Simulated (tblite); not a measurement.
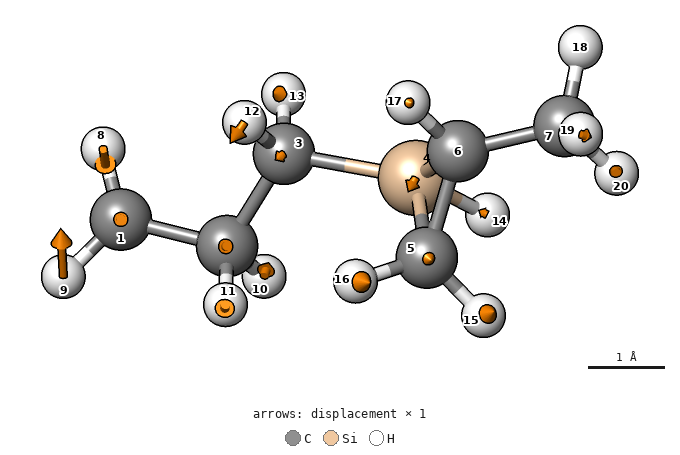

A relaxation of C₆H₁₃Si (multiplicity 2). The starting structure is drawn; orange arrows show the displacements, at their true length. The two geometries are superimposed by the best rigid fit.

Style: ball-and-stick. Shown at a tilt.

The calculation used GFN2-xTB geometry optimisation, gas phase (tblite). 

> What happened in the run?

An H atom moves most after the best rigid fit: 0.80 Å. Largest moves by element: H 0.80 Å, Si 0.24 Å, C 0.22 Å. Near-neighbour distances that change, for instance: C–Si 1.827 → 1.891 Å, C–C 1.487 → 1.540 Å, C–Si 1.852 → 1.892 Å, C–C 1.505 → 1.467 Å. Bond angles that change, for instance: C–Si–H 109.0° → 117.6°, Si–C–H 114.2° → 121.0°, C–Si–C 113.1° → 119.5°. Groups turn about C–C by about 55°. Over 102 geometry steps the energy falls by 0.402 eV. The run took 0.66 s on 1 thread of Arm Neoverse V2, with other jobs on the host.
